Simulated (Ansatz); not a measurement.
# ClF$_{2}$H$_{3}$W···HCl: what the fields show

Input file:

```
crystal:
  periodic: [false, false, false]
  atoms:
    - { symbol: W, position_ang: [-0.304913, -0.293388, -0.11551] }
    - { symbol: F, position_ang: [-0.04159, -0.257725, 1.721801] }
    - { symbol: H, position_ang: [0.932324, 1.185452, 0.028902] }
    - { symbol: H, position_ang: [0.235055, 1.570321, 0.059656] }
    - { symbol: H, position_ang: [-1.635654, 0.695898, -0.223376] }
    - { symbol: F, position_ang: [-1.010622, -2.051064, 0.005624] }
    - { symbol: Cl, position_ang: [0.344845, -0.230818, -2.305591] }
    - { symbol: Cl, position_ang: [2.494191, -2.009904, 1.335839] }
    - { symbol: H, position_ang: [1.619564, -1.499473, 2.190455] }
basis:
  gaussian: { orbitals: def2-SVP }
hamiltonian:
  xc: hf
relax:
  f_tol: 0.03
  max_steps: 50
output:
  orbitals: {}
```

Launched as:

```sh
ansatz run input.yaml --threads 2 --pin off --max-ram 3072MiB --backend cpu --events-out ev --progress --plain --runs-dir out
```

The fields are those of the run's last geometry, not of the input's.

Core potentials replace the inner electrons of W.

Computed with Ansatz 0.2.0, RHF/def2-SVP.

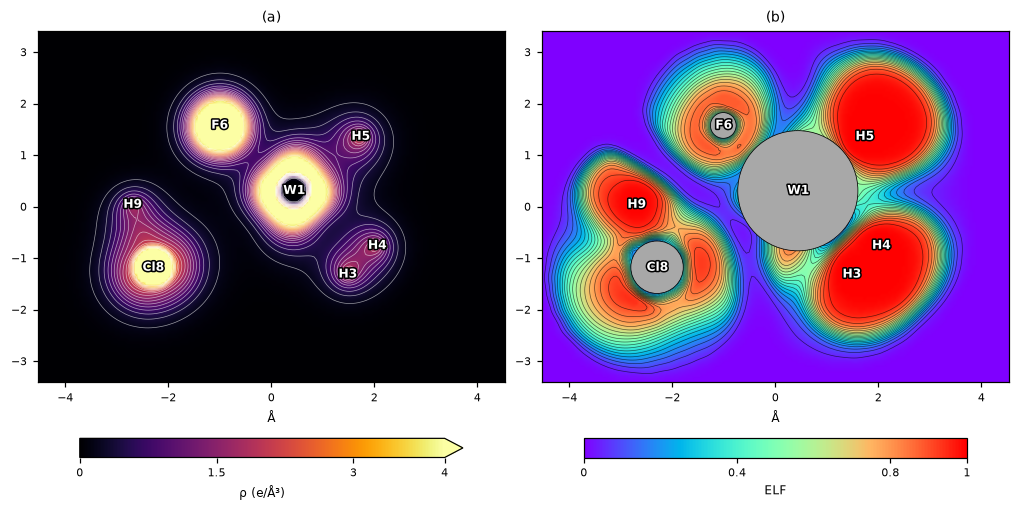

Figure 1. (a) electron density; (b) electron localisation function on the plane of atoms H5, W1 and F6. Grey discs cover the atomic cores in the ELF map.

Read the bonding off the picture.

Atoms in the plane: W, H, F and Cl.
W1···Cl8 (3.12 Å): the density falls to about 0.11 e/Å³ on the way; the ELF dips to about 0.05 between them.
H3···H4 (0.80 Å): the density falls to about 1.6 e/Å³ on the way; the ELF is about 1 at the midpoint.
Cl–H (1.28 Å): ρ is about 1.9 e/Å³ halfway; the ELF climbs to about 1 towards the hydrogen, as it does in any bond to H.
W–F (1.92 Å): ρ is about 0.87 e/Å³ halfway; the ELF peaks at about 0.85 in the valence shell of F, 0.5 Å from its nucleus, and drops to about 0.15 between the two atoms.
W–H (1.67 Å): the density is about 1.5 e/Å³ at the midpoint; the ELF climbs to about 1 towards the hydrogen.
The ELF also peaks beside Cl8, away from the bonds: lone-pair regions.

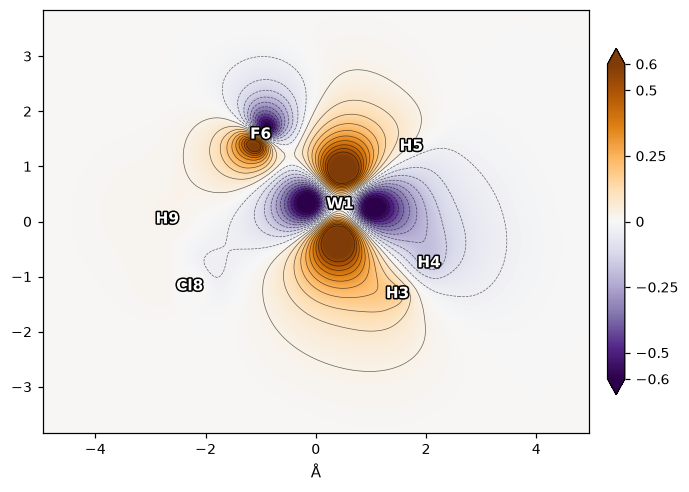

Figure 2. The HOMO on the plane of atoms H5, W1 and F6 (values in Å⁻³ᐟ²; the overall sign is arbitrary).

Describe this orbital and give its energy.

It lies mainly on W1 (about 75 %) and F6 (about 10 %). Its energy is −10.34 eV.

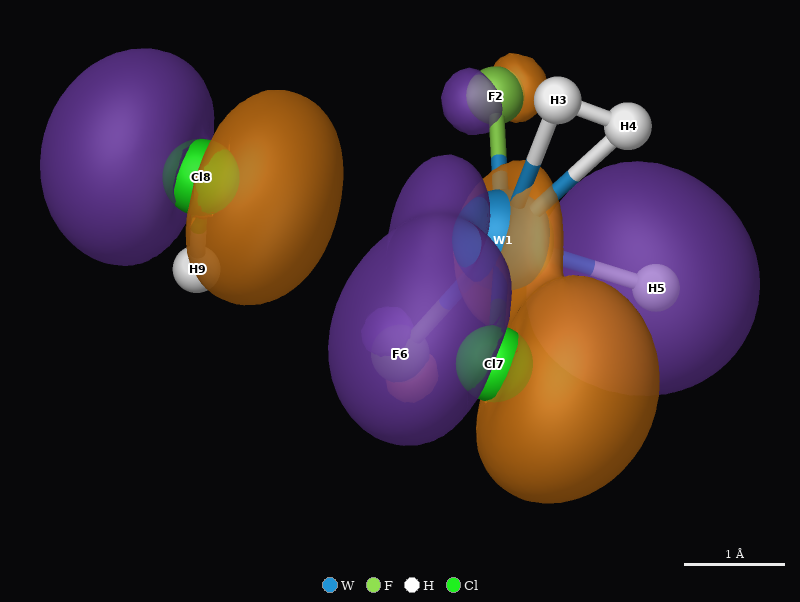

Figure 3. The HOMO−1 at ±0.08 Å⁻³ᐟ² (orange and purple are the two phases), seen at a tilt.

What is the character of this orbital?

By Hirshfeld shares it lies mainly on Cl7 (about 35 %), Cl8 (about 30 %), W1 (about 15 %) and H5 (about 15 %). Its energy is −12.93 eV.
